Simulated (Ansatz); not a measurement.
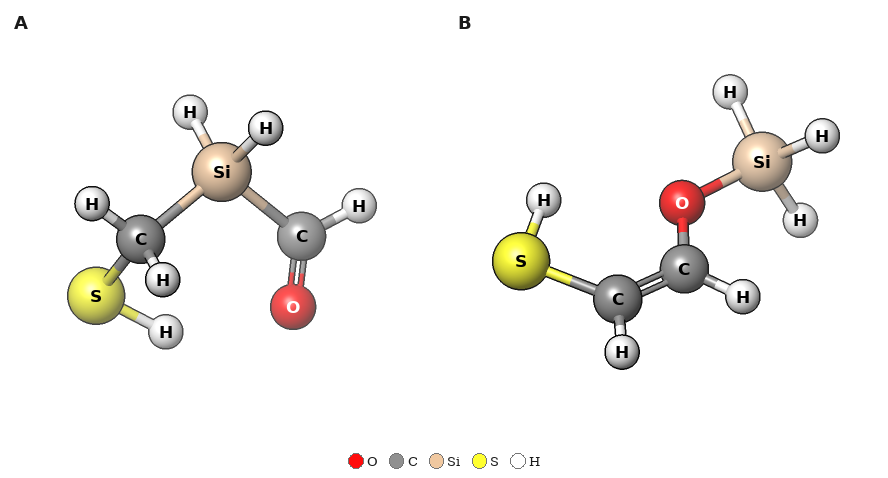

Atoms fade into the background with distance from the viewer. The computed structure is the end point of a PBE-D4/def2-SVP optimisation. No frequency run is at hand to confirm it as a minimum.

### Can A be turned into B by a rotation alone?

No. They are constitutional isomers of C2H6OSSi: A is O=C[SiH2]CS, B is [SiH3]O/C=C\S
